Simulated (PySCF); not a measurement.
C$_{6}$H$_{11}$N$_{3}$ (SMILES CCn1nc(C)c(C)n1)

Input file:

```
{"job": {"kind": "nmr", "xc": "PBE0", "basis": "pcSseg-1"}, "charge": 0, "multiplicity": 1}
C      3.018128    -0.418898     0.668004
C      2.323777     0.503534    -0.330387
N      0.900159     0.340557    -0.276617
N      0.260801    -0.546519    -1.003750
C     -1.012682    -0.434865    -0.644478
C     -2.104011    -1.252405    -1.229618
C     -1.090242     0.569709     0.340864
C     -2.284385     1.080309     1.058432
N      0.139260     1.028584     0.543293
H      2.783182    -1.456708     0.444485
H      2.685144    -0.193778     1.678180
H      4.094372    -0.281173     0.613486
H      2.642152     0.271820    -1.348985
H      2.542251     1.548312    -0.099587
H     -1.691522    -1.935386    -1.966517
H     -2.842135    -0.609773    -1.709016
H     -2.608298    -1.824314    -0.451005
H     -2.774011     0.272951     1.602471
H     -1.985251     1.855514     1.757920
H     -3.001838     1.493207     0.349788
```

Command:

```sh
OMP_NUM_THREADS=1 python probes_run.py task.json out
```

Geometry: GFN2-xTB.

Computed with PySCF, PBE0/pcSseg-1, SCF density, gas phase, non-relativistic.

**Predict the electron density and electron localisation function between the atoms.**

N–N (1.31 Å): the density is about 2.7 e/Å³ at the midpoint; the ELF peaks at about 0.90 between the atoms: localised, covalent bonding.
C–N (1.33 Å): the density is about 2.5 e/Å³ at the midpoint; the ELF peaks at about 0.90 between the atoms (localised, covalent bonding).
C–C (1.41 Å): ρ is about 2 e/Å³ halfway; the ELF peaks at about 0.95 between the atoms, as expected for a covalent bond.
C–H (1.09 Å): ρ at the midpoint is about 2 e/Å³; the ELF climbs to about 1 towards the hydrogen, as it does in any bond to H: a covalent bond by its length.

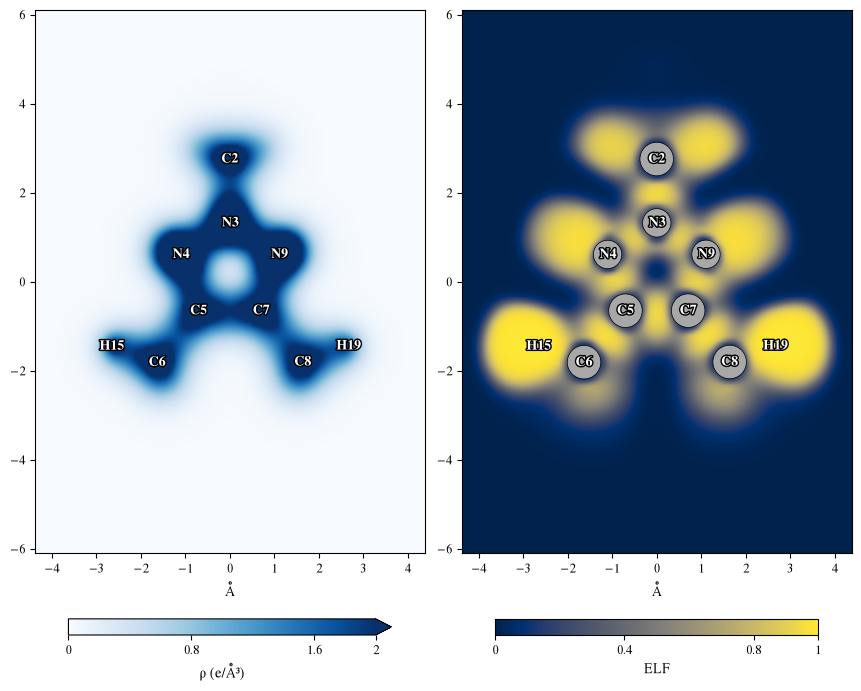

Computed electron density and electron localisation function on the plane of atoms C2, N3 and N4, in this order. Grey discs cover the atomic cores in the ELF map. 
